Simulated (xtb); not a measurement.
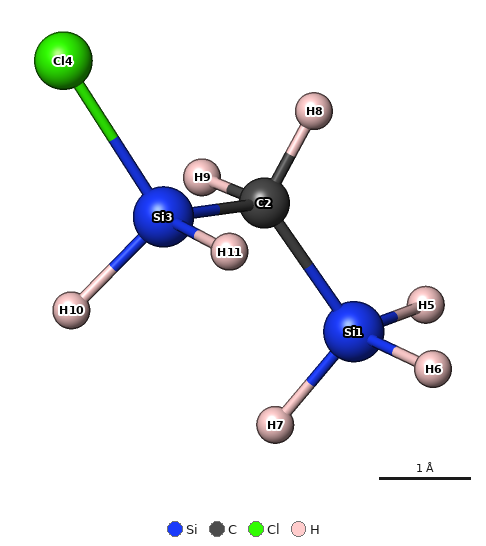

Figure 1. The starting structure (ball-and-stick view, seen at a tilt; atoms are numbered from 1 in the order of the input).

**Geometry relaxation of CH7ClSi2 (part 1 of 3)**

- system: CH7ClSi2
- method: GFN2-xTB (xtb 6.7.1)

Input file (input.xyz):
```
11
CH7ClSi2
Si     1.00440000     1.30613000    -0.16015000
C     -0.49385000     0.29286000    -0.26664000
Si    -0.53812000    -1.36546000     0.45941000
Cl    -2.32441000    -2.38769000     0.14107000
H      0.87571000     2.60904000    -0.88960000
H      1.31411000     1.52959000     1.23344000
H      2.04337000     0.65306000    -0.83287000
H     -1.49825000     0.78622000     0.02831000
H     -0.69904000     0.10435000    -1.34567000
H      0.48524000    -2.20851000    -0.17517000
H     -0.28776000    -1.37918000     1.98838000
```

File xcontrol:
```
$opt
   engine=rf
$end
```

Hardware: 1 thread of Intel Xeon @ 2.70GHz, 189 GiB of memory available, shared host.

Command:
```bash
xtb -o tight -I xcontrol -- input.xyz > xtb.out
```

The program's output:
```
* xtb version 6.7.1
   ID    Z sym.   atoms
    1   14 Si     1, 3
    2    6 C      2
    3   17 Cl     4
    4    1 H      5-11

           -------------------------------------------------
          |                Calculation Setup                |
           -------------------------------------------------

          program call               : xtb -o tight -I xcontrol -- input.xyz
          coordinate file            : input.xyz
          omp threads                :                     1

           -------------------------------------------------
          |                 G F N 2 - x T B                 |
           -------------------------------------------------

      * Hamiltonian:
        H0-scaling (s, p, d)           1.850000    2.230000    2.230000
        zeta-weighting                 0.500000
      * Dispersion:
        s8                             2.700000
        a1                             0.520000
        a2                             5.000000
        s9                             5.000000
      * Repulsion:
        kExp                           1.500000    1.000000
        rExp                           1.000000
      * Coulomb:
        alpha                          2.000000
        third order                    shell-resolved
        anisotropic                    true
        a3                             3.000000
        a5                             4.000000
        cn-shift                       1.200000
        cn-exp                         4.000000
        max-rad                        5.000000

          ...................................................
          :                      SETUP                      :
          :.................................................:
          :  # basis functions                  41          :
          :  # atomic orbitals                  38          :
          :  # shells                           18          :
          :  # electrons                        26          :
          :  max. iterations                   250          :
          :  Hamiltonian                  GFN2-xTB          :
          :  restarted?                      false          :
          :  GBSA solvation                  false          :
          :  PC potential                    false          :
          :  electronic temp.          300.0000000     K    :
          :  accuracy                    1.0000000          :
          :  -> integral cutoff          0.2500000E+02      :
          :  -> integral neglect         0.1000000E-07      :
          :  -> SCF convergence          0.1000000E-05 Eh   :
          :  -> wf. convergence          0.1000000E-03 e    :
          :  Broyden damping             0.4000000          :
          :  net charge                          0          :
          :  unpaired electrons                  0          :
          ...................................................

 iter      E             dE          RMSdq      gap      omega  full diag
   1    -13.6917510 -0.136918E+02  0.696E+00    6.60       0.0  T
   2    -13.8495788 -0.157828E+00  0.267E+00    5.41       1.0  T
   3    -13.8531273 -0.354853E-02  0.245E+00    5.81       1.0  T
   4    -13.8586973 -0.556992E-02  0.123E+00    5.71       1.0  T
   5    -13.8584027  0.294534E-03  0.691E-01    5.73       1.0  T
   6    -13.8587768 -0.374106E-03  0.142E-01    5.68       1.0  T
   7    -13.8587934 -0.166117E-04  0.679E-02    5.66       1.0  T
   8    -13.8587992 -0.576909E-05  0.205E-02    5.67       1.5  T
   9    -13.8587999 -0.670220E-06  0.127E-02    5.67       2.4  T
  10    -13.8588000 -0.103865E-06  0.130E-02    5.66       2.3  T
  11    -13.8588007 -0.701364E-06  0.457E-03    5.67       6.6  T
  12    -13.8588007 -0.396957E-07  0.227E-03    5.67      13.3  T
  13    -13.8588007 -0.108325E-07  0.136E-03    5.67      22.1  T
  14    -13.8588007  0.145145E-08  0.118E-03    5.67      25.6  T
  15    -13.8588007 -0.647414E-08  0.286E-04    5.67     105.4  T
  16    -13.8588007 -0.109939E-09  0.171E-04    5.67     176.4  T

   *** convergence criteria satisfied after 16 iterations ***

         #    Occupation            Energy/Eh            Energy/eV
      -------------------------------------------------------------
         1        2.0000           -1.0468829             -28.4871
       ...           ...                  ...                  ...
         7        2.0000           -0.4456273             -12.1261
         8        2.0000           -0.4437333             -12.0746
         9        2.0000           -0.4374649             -11.9040
        10        2.0000           -0.4310144             -11.7285
        11        2.0000           -0.4270017             -11.6193
        12        2.0000           -0.4192116             -11.4073
        13        2.0000           -0.4116490             -11.2015 (HOMO)
        14                         -0.2034178              -5.5353 (LUMO)
        15                         -0.1892168              -5.1489
        16                         -0.1812112              -4.9310
        17                         -0.1779787              -4.8430
        18                         -0.1621176              -4.4114
       ...                                ...                  ...
        38                          0.8624141              23.4675
      -------------------------------------------------------------
                  HL-Gap            0.2082313 Eh            5.6663 eV
             Fermi-level           -0.3075334 Eh           -8.3684 eV

 SCC (total)                   0 d,  0 h,  0 min,  0.011 sec
 SCC setup                      ...        0 min,  0.000 sec (  0.984%)
 Dispersion                     ...        0 min,  0.000 sec (  0.424%)
 classical contributions        ...        0 min,  0.000 sec (  0.170%)
 integral evaluation            ...        0 min,  0.002 sec ( 14.395%)
 iterations                     ...        0 min,  0.006 sec ( 59.510%)
 molecular gradient             ...        0 min,  0.002 sec ( 23.125%)
 printout                       ...        0 min,  0.000 sec (  1.288%)

         :::::::::::::::::::::::::::::::::::::::::::::::::::::
         ::                     SUMMARY                     ::
         :::::::::::::::::::::::::::::::::::::::::::::::::::::
         :: total energy             -13.739683190276 Eh    ::
         :: gradient norm              0.124930151190 Eh/a0 ::
         :: HOMO-LUMO gap              5.666261136869 eV    ::
         ::.................................................::
         :: SCC energy               -13.858795540662 Eh    ::
         :: -> isotropic ES            0.032798353030 Eh    ::
         :: -> anisotropic ES          0.003537130144 Eh    ::
         :: -> anisotropic XC          0.004127955707 Eh    ::
         :: -> dispersion             -0.007729323182 Eh    ::
         :: repulsion energy           0.119112350386 Eh    ::
         :: add. restraining           0.000000000000 Eh    ::
         :: total charge               0.000000000000 e     ::
         :::::::::::::::::::::::::::::::::::::::::::::::::::::

      -----------------------------------------------------------
     |                   =====================                   |
     |                        A N C O P T                        |
     |                   =====================                   |
     |               Approximate Normal Coordinate               |
     |                Rational Function Optimizer                |
      -----------------------------------------------------------
      -----------------------------------------------------------
     |                   =====================                   |
     |                        A N C O P T                        |
     |                   =====================                   |
     |               Approximate Normal Coordinate               |
     |                Rational Function Optimizer                |
      -----------------------------------------------------------

          ...................................................
          :                      SETUP                      :
          :.................................................:
          :   optimization level             tight          :
          :   max. optcycles                   200          :
          :   ANC micro-cycles                  20          :
          :   degrees of freedom                27          :
          :.................................................:
          :   RF solver                   davidson          :
          :   write xtbopt.log                true          :
          :   linear?                        false          :
          :   energy convergence         0.1000000E-05 Eh   :
          :   grad. convergence          0.8000000E-03 Eh/α :
          :   maxmium RF displ.          1.0000000          :
          :   Hlow (freq-cutoff)         0.1000000E-01      :
          :   Hmax (freq-cutoff)         5.0000000          :
          :   S6 in model hess.         20.0000000          :
          ...................................................

generating ANC from exact Hessian ...
Using Lindh-Hessian (1995)
 Shifting diagonal of input Hessian by    9.1100441577582417E-003
 Lowest  eigenvalues of input Hessian
    0.000000    0.000000    0.000000    0.000000    0.000000    0.000000
    0.010000    0.011129    0.012387    0.015779    0.017592    0.021756
    0.023713    0.025900    0.027410    0.032523    0.033643    0.040477
 Highest eigenvalues
    0.536170    0.592417    0.738093    0.873334    0.961938    1.127001

........................................................................
.............................. CYCLE    1 ..............................
........................................................................

 iter      E             dE          RMSdq      gap      omega  full diag
   1    -13.8588007 -0.138588E+02  0.584E-05    5.67       0.0  T
   2    -13.8588007 -0.784262E-11  0.325E-05    5.67     927.7  T
   3    -13.8588007 -0.205702E-11  0.184E-05    5.67    1640.5  T
     SCC iter.                  ...        0 min,  0.002 sec
     gradient                   ...        0 min,  0.002 sec
 * total energy  :   -13.7396832 Eh     change       -0.1021814E-09 Eh
   gradient norm :     0.1249304 Eh/α   predicted     0.0000000E+00 (-100.00%)
   displ. norm   :     0.2830771 α      lambda       -0.2404215E-01
   maximum displ.:     0.1179632 α      in ANC's #11, #19, #26, ...

........................................................................
.............................. CYCLE    2 ..............................
........................................................................

 iter      E             dE          RMSdq      gap      omega  full diag
   1    -13.8647930 -0.138648E+02  0.713E-01    5.60       0.0  T
   2    -13.8649629 -0.169838E-03  0.480E-01    5.61       1.0  T
   3    -13.8649996 -0.366940E-04  0.189E-01    5.61       1.0  T
   4    -13.8650122 -0.126076E-04  0.890E-02    5.61       1.0  T
   5    -13.8650189 -0.675842E-05  0.418E-02    5.62       1.0  T
   6    -13.8650227 -0.375302E-05  0.311E-02    5.62       1.0  T
   7    -13.8650256 -0.291853E-05  0.212E-02    5.62       1.4  T
   8    -13.8650270 -0.136158E-05  0.168E-02    5.62       1.8  T
   9    -13.8650275 -0.535542E-06  0.524E-03    5.62       5.8  T
  10    -13.8650275 -0.372249E-07  0.271E-03    5.62      11.1  T
  11    -13.8650275 -0.137091E-07  0.143E-03    5.62      21.1  T
  12    -13.8650276 -0.488028E-08  0.737E-04    5.62      40.9  T
  13    -13.8650276 -0.121388E-08  0.230E-04    5.62     131.2  T
     SCC iter.                  ...        0 min,  0.005 sec
     gradient                   ...        0 min,  0.002 sec
 * total energy  :   -13.7551459 Eh     change       -0.1546270E-01 Eh
   gradient norm :     0.0415719 Eh/α   predicted    -0.1298435E-01 ( -16.03%)
   displ. norm   :     0.1951180 α      lambda       -0.4016280E-02
   maximum displ.:     0.1087231 α      in ANC's #8, #11, #12, ...

........................................................................
.............................. CYCLE    3 ..............................
........................................................................

 iter      E             dE          RMSdq      gap      omega  full diag
   1    -13.8692872 -0.138693E+02  0.470E-01    5.61       0.0  T
   2    -13.8693232 -0.359872E-04  0.326E-01    5.61       1.0  T
   3    -13.8693271 -0.393382E-05  0.991E-02    5.62       1.0  T
   4    -13.8693317 -0.458999E-05  0.367E-02    5.62       1.0  T
   5    -13.8693329 -0.126602E-05  0.188E-02    5.62       1.6  T
   6    -13.8693334 -0.463030E-06  0.913E-03    5.62       3.3  T
   7    -13.8693336 -0.172163E-06  0.751E-03    5.62       4.0  T
   8    -13.8693337 -0.161036E-06  0.556E-03    5.62       5.4  T
   9    -13.8693339 -0.127692E-06  0.266E-03    5.62      11.3  T
  10    -13.8693339 -0.913185E-08  0.105E-03    5.62      28.7  T
  11    -13.8693339 -0.403903E-09  0.353E-04    5.62      85.5  T
  12    -13.8693339 -0.832241E-10  0.117E-04    5.62     257.2  T
     SCC iter.                  ...        0 min,  0.004 sec
     gradient                   ...        0 min,  0.002 sec
 * total energy  :   -13.7572558 Eh     change       -0.2109933E-02 Eh
   gradient norm :     0.0070653 Eh/α   predicted    -0.2084590E-02 (  -1.20%)
   displ. norm   :     0.1112574 α      lambda       -0.3806432E-03
   maximum displ.:     0.0848251 α      in ANC's #6, #2, #11, ...
```
